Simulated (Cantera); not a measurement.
A closed system holds: 1 mol TEOS, 22 mol O2, at 66000 Pa.

Cantera equilibrium calculation (NASA polynomials, part measured and part estimated; ideal gas, pure solids and liquids). Candidate condensed phases: C, C6H6, C7H8, C8H18, H2O, Si, SiC, SiO2; 123 gas species. The feed counts by its element totals alone. The tables hold silica as quartz up to 1696 K and as liquid above; real silica turns to tridymite and cristobalite and melts near 1996 K. Gases not in the tables: Si(OH)4. Kinetics and transport are ignored.

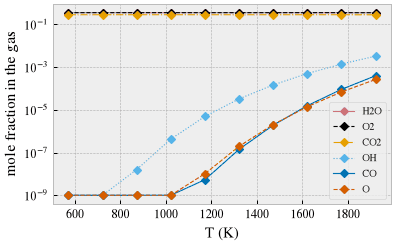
Equilibrium gas composition (values under 1e-9 drawn at 1e-9)

From 573 K to 723 K the condensed part is SiO2(α-quartz). From 873 K to 1623 K the condensed part is SiO2(β-quartz). From 1773 K to 1923 K the condensed part is SiO2(condensed).
